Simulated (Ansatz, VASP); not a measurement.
# SnSe2 in two plane-wave programs, part 2 of 2

One calculation is typed for both programs; each brings its own data sets and cutoff. How far apart do they land?

VASP 6.6.1 and Ansatz 0.2.0.

So far. Step 4 (Side by side): The walks stopped with 0.00 GPa left in Ansatz and 0.04 GPa in VASP; each walk ends within a tolerance, so the volume difference is uncertain by about these residues over the bulk modulus, most in soft cells.

### Step 5. VASP: band structure, HSE06

Level of this step: HSE06; plane waves and PAW (Sn_d, Se) (VASP).

Levels along a path test the potential and the projectors away from the mesh points. The cell compared in this pair holds 77.53 Å³, against 77.18 Å³ for the pair before.

Input file INCAR:

```
SYSTEM = SnSe2
PREC = Accurate
ENCUT = 400
EDIFF = 1E-06
NELM = 100
ISMEAR = 0
SIGMA = 0.05
LREAL = .FALSE.
ALGO = Normal
LHFCALC = .TRUE.
AEXX = 0.25
GGA = PE
HFSCREEN = 0.2
LASPH = .TRUE.
NBANDS = 19
PRECFOCK = Fast
LORBIT = 11
LWAVE = .FALSE.
LCHARG = .FALSE.
KPAR = 2
```

Input file POSCAR:

```
SnSe2
1.0
    3.8202979081      0.0000000000      0.0000000000
   -1.9101489540      3.3084750384      0.0000000000
    0.0000000000      0.0000000000      6.1341064093
Sn Se
1 2
Direct
    0.0000000000      0.0000000000      0.0000000000
    0.3333333333      0.6666666667      0.2587113852
    0.6666666667      0.3333333333      0.7412886148
```

Input file KPOINTS:

```
Automatic mesh
0
Gamma
4 4 3
0 0 0
```

Input file KPOINTS_OPT:

```
Line mode
6
Line-mode
Reciprocal
  0.00000000   0.00000000   0.00000000 GAMMA
  0.50000000   0.00000000   0.00000000 M

  0.50000000   0.00000000   0.00000000 M
  0.33333333   0.33333333   0.00000000 K

  0.33333333   0.33333333   0.00000000 K
  0.00000000   0.00000000   0.00000000 GAMMA

  0.00000000   0.00000000   0.00000000 GAMMA
  0.00000000   0.00000000   0.50000000 A

  0.00000000   0.00000000   0.50000000 A
  0.50000000   0.00000000   0.50000000 L

  0.50000000   0.00000000   0.50000000 L
  0.33333333   0.33333333   0.50000000 H

  0.33333333   0.33333333   0.50000000 H
  0.00000000   0.00000000   0.50000000 A

  0.50000000   0.00000000   0.50000000 L
  0.50000000   0.00000000   0.00000000 M

  0.33333333   0.33333333   0.00000000 K
  0.33333333   0.33333333   0.50000000 H
```

Potentials, in the order of the species: Sn_d and Se (PBE family, release 64).

Command:

```console
$ mpirun -np 2 vasp_std
```

Numbers of over 12 decimals in the logs are rounded to 6 here.

The log of the run:

```text
[banner, memory and clock lines left out]
running    2 mpi-ranks, on    1 nodes
[...]
LDA part: xc-table for (Slater+PW92), standard interpolation
 found WAVECAR, reading the header
 POSCAR, INCAR and KPOINTS ok, starting setup
[...]
reading WAVECAR
 the WAVECAR file was read successfully
 initial charge from wavefunction
 entering main loop
       N       E                     dE             d eps       ncg     rms          rms(c)
DAV:   1    -0.144685445241E+02   -0.14469E+02   -0.95028E-01   362   0.933E+00    0.217E+00
DAV:   2    -0.144795568494E+02   -0.11012E-01   -0.65010E-02   366   0.142E+00    0.147E+00
DAV:   3    -0.144767458382E+02    0.28110E-02   -0.81374E-03   502   0.584E-01    0.906E-01
DAV:   4    -0.144763647080E+02    0.38113E-03   -0.15347E-03   383   0.282E-01    0.530E-01
DAV:   5    -0.144761863175E+02    0.17839E-03   -0.16422E-04   384   0.146E-01    0.305E-01
DAV:   6    -0.144761199628E+02    0.66355E-04   -0.75318E-05   431   0.840E-02    0.167E-01
[...]
1 F= -.14476102E+02 E0= -.14476102E+02  d E =-.110858E-20
 Start KPOINTS_OPT (optional k-point list driver)
k-point batch [1-9\54]
       N       E                     dE             ncg
DAV:   1    -0.378618733631E+02   -0.46118E+04      348
DAV:   2    -0.180084829962E+04   -0.17630E+04      372
DAV:   3    -0.202653738668E+04   -0.22569E+03      424
DAV:   4    -0.203872692363E+04   -0.12190E+02      381
DAV:   5    -0.203897897344E+04   -0.25205E+00      465
DAV:   6    -0.203898445288E+04   -0.54794E-02      427
DAV:   7    -0.203898461581E+04   -0.16293E-03      483
DAV:   8    -0.203898461847E+04   -0.26578E-05      362
DAV:   9    -0.203898461862E+04   -0.14959E-06      256
[...]
k-point batch [46-54\54]
       N       E                     dE             ncg
DAV:   1    -0.101147816169E+03   -0.73518E+04      342
DAV:   2    -0.189169050924E+04   -0.17905E+04      359
DAV:   3    -0.209646119459E+04   -0.20477E+03      427
DAV:   4    -0.210460600211E+04   -0.81448E+01      413
DAV:   5    -0.210478318618E+04   -0.17718E+00      489
DAV:   6    -0.210478736200E+04   -0.41758E-02      449
DAV:   7    -0.210478757195E+04   -0.20995E-03      494
DAV:   8    -0.210478757925E+04   -0.73054E-05      370
DAV:   9    -0.210478757946E+04   -0.20312E-06      307
```

OUTCAR, selected parts (step 5):

```text
 POSITION                                       TOTAL-FORCE (eV/Angst)
 -----------------------------------------------------------------------------------
      0.00000      0.00000      0.00000         0.000000      0.000000      0.000000
     -0.00000      2.20565      1.58696        -0.000000      0.000000     -0.437191
      1.91015      1.10283      4.54714        -0.000000     -0.000000      0.437191
 -----------------------------------------------------------------------------------
    total drift:                               -0.000000     -0.000002      0.000000

  FREE ENERGIE OF THE ION-ELECTRON SYSTEM (eV)
  ---------------------------------------------------
  free  energy   TOTEN  =       -14.4761016675 eV

  energy  without entropy=      -14.4761016675  energy(sigma->0) =      -14.47610167

[... 3 further parts left out ...]
[key lines of the parts left out:]
E-fermi :   3.8625
```

### Step 6. Ansatz: band structure, HSE06

The same cell, functional, mesh and smearing now go to Ansatz, which takes its cutoff from its data sets.

The cell comes out of the VASP series on this material, whose earlier steps may have relaxed, scaled or displaced it; both programs get it as it stands.

Input file input.yaml:

```yaml
crystal:
  lattice:
    - [3.8202979081, 0.0, 0.0]
    - [-1.910148954, 3.3084750384, 0.0]
    - [0.0, 0.0, 6.1341064093]
  atoms:
    - { symbol: Sn, position: [0.0, 0.0, 0.0] }
    - { symbol: Se, position: [0.3333333333, 0.6666666667, 0.2587113852] }
    - { symbol: Se, position: [0.6666666667, 0.3333333333, 0.7412886148] }
hamiltonian:
  xc: { exchange: pbe, correlation: pbe, exx: { coeff: 0.25, omega: 0.2 } }
  pseudopotentials: { kind: paw }
kpoints:
  mp_grid: { grid: [4, 4, 3] }
  band_path:
    path:
      - [0.0, 0.0, 0.0]
      - [0.4, 0.0, 0.0]
      - [0.4, 0.2, 0.0]
      - [0.2, 0.2, 0.0]
      - [0.06667, 0.06667, 0.0]
      - [0.0, 0.0, 0.1]
      - [0.0, 0.0, 0.5]
      - [0.4, 0.0, 0.5]
      - [0.4, 0.2, 0.5]
      - [0.2, 0.2, 0.5]
      - [0.5, 0.0, 0.4]
      - [0.5, 0.0, 0.3]
      - [0.33333, 0.33333, 0.0]
      - [0.33333, 0.33333, 0.5]
    npoints: 1
scf:
  occupations: { method: gaussian, width: 0.05 }
  n_extra_bands: 7
output:
  forces: true
  stress: true
  eigenvalues: true
```

Command:

```console
$ ansatz run input.yaml --threads 4 --pin off --max-ram 9216MiB --backend cpu --events-out ev --progress --plain --runs-dir out
```

The log of the run:

```text
[...]
--- Band table (eV; the first three rows and the last of 9) ---
  k-point 0: bands = [... 19 lower, 6.9402, 7.2208, 7.2208, 7.4638, 9.3188, 11.4938, 13.1674, 13.1674, ... 3 higher]
  k-point 1: bands = [... 19 lower, 6.8280, 6.8280, 7.3886, 7.3886, 10.5943, 11.4633, 12.9039, 12.9039, ... 3 higher]
  k-point 2: bands = [... 19 lower, 5.0650, 5.5681, 7.2882, 7.4887, 10.2798, 12.3389, 13.7987, 14.0812, ... 3 higher]
  k-point 8: bands = [... 19 lower, 3.7252, 4.5205, 6.2313, 7.1912, 10.3363, 12.8369, 13.9847, 14.8394, ... 3 higher]
[key lines of the parts left out:]
Free energy (F): -16970.371592 eV
Fermi energy:    8.174811 eV
P = ⅓ Tr σ = 0.4192 GPa (4.192 kbar)
```

It took 35 s on 4 threads of Intel Xeon Platinum 8375C at 2.90GHz (Ice Lake), shared host; peak memory 1.1 GiB; 2.1 min of CPU time.

### Step 7. Differences

What differs besides the data sets and the points named for the pairs above, as far as they apply: exact exchange at q = 0 is treated differently, which shows on coarse meshes; VASP keeps PBE cores, Ansatz makes them for the functional; VASP takes a coarser grid for exact exchange (PRECFOCK = Fast). Total energies have different zeros and are not compared.

Compared:

| quantity | Ansatz | VASP | difference |
| --- | --- | --- | --- |
| gap over the path points (eV) | 1.264 | 1.271 | -0.007 |

Forces (eV/Å; atoms numbered as in POSCAR):

| atom | Ansatz x, y, z | VASP x, y, z |
| --- | --- | --- |
| Sn1 | 0.000, 0.000, 0.000 | 0.000, 0.000, 0.000 |
| Se2 | 0.000, 0.000, -0.423 | 0.000, 0.000, -0.437 |
| Se3 | 0.000, 0.000, 0.423 | 0.000, 0.000, 0.437 |

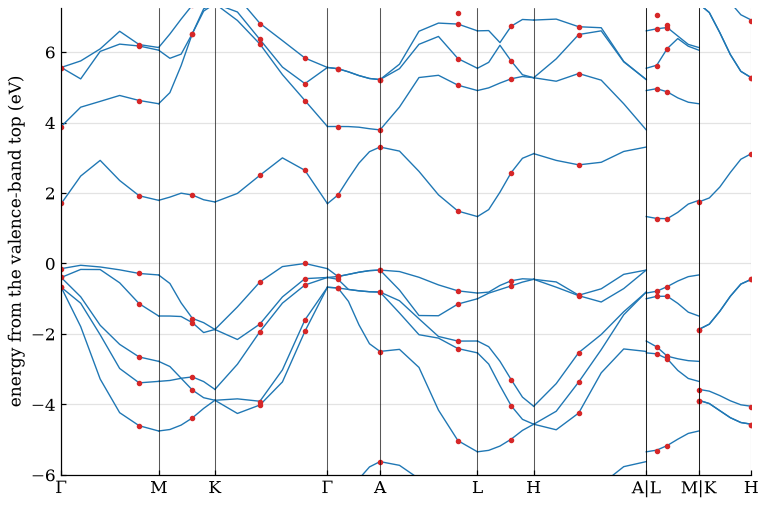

Bands from VASP (lines) and levels from Ansatz (dots). Dots without a line are higher empty bands that the VASP plot leaves out.

Levels at points of the path, from each program's valence-band top (eV; 4 filled, then empty):

| k (reciprocal lattice) | Ansatz | VASP |
| --- | --- | --- |
| 0.000 0.000 0.000 | -0.67 -0.39 -0.39 -0.15 1.70 3.88 5.55 | -0.67 -0.40 -0.40 -0.15 1.70 3.89 5.56 |
| 0.400 0.000 0.000 | -3.40 -2.66 -1.15 -0.28 1.92 4.62 6.16 | -3.39 -2.65 -1.14 -0.28 1.92 4.63 6.17 |
| 0.400 0.200 0.000 | -3.60 -3.23 -1.69 -1.57 1.94 6.52 6.53 | -3.59 -3.22 -1.68 -1.56 1.94 6.53 6.53 |
| 0.200 0.200 0.000 | -3.92 -1.94 -1.72 -0.53 2.50 6.22 6.36 | -3.91 -1.93 -1.72 -0.52 2.50 6.23 6.36 |
| 0.067 0.067 0.000 | -1.60 -0.61 -0.43 0.00 2.65 4.62 5.09 | -1.60 -0.61 -0.43 0.00 2.64 4.62 5.11 |
| 0.000 0.000 0.100 | -0.69 -0.45 -0.37 -0.37 1.95 3.88 5.52 | -0.69 -0.45 -0.37 -0.37 1.94 3.89 5.53 |
| 0.000 0.000 0.500 | -0.81 -0.81 -0.18 -0.18 3.31 3.78 5.21 | -0.81 -0.81 -0.19 -0.19 3.31 3.79 5.22 |
| 0.400 0.000 0.500 | -2.42 -2.21 -1.16 -0.78 1.48 5.05 5.80 | -2.42 -2.20 -1.15 -0.78 1.49 5.06 5.81 |
| 0.400 0.200 0.500 | -4.05 -3.31 -0.64 -0.49 2.58 5.23 5.74 | -4.04 -3.30 -0.64 -0.49 2.58 5.24 5.75 |
| 0.200 0.200 0.500 | -3.37 -2.54 -0.92 -0.90 2.80 5.38 6.49 | -3.36 -2.53 -0.91 -0.90 2.80 5.39 6.50 |

The forces differ by 6.6 meV/Å r.m.s., which is 3.2 % of the r.m.s. force of 0.21 eV/Å (both taken over all components). Among the levels compared (up to four filled and three empty ones at each point), filled levels agree within 12 meV and empty ones within 15 meV.

### Step 8. Outcome

| Property | Result |
| --- | --- |
| difference in volume (relaxation of cell and atoms, PBEsol) | 0.14 % |
| difference in gap over the path points (band structure, HSE06) | -0.0070 eV |
| r.m.s. force difference (band structure, HSE06) | 3.2 % of the r.m.s. force |

**Reading.** The r.m.s. force difference is 3.2 % of the r.m.s. force (band structure, HSE06), beyond the 3 % picked in this series as the mark of a large difference. Differences of this kind measure data sets and numerical settings, not the functional's error against experiment.

[Lines on the potential files, build, host, timing and source positions are cut from VASP's logs without a mark.]

[Logs are printed without paths, hosts, clocks, repeated set-up lines and the standing remarks that a program may print on its own settings, such as how far it seeks lower states.]

[Hosts, paths, dates, database ids (printed as entryN), source tags and the programs' standing remarks are cut or masked in the printed files.]
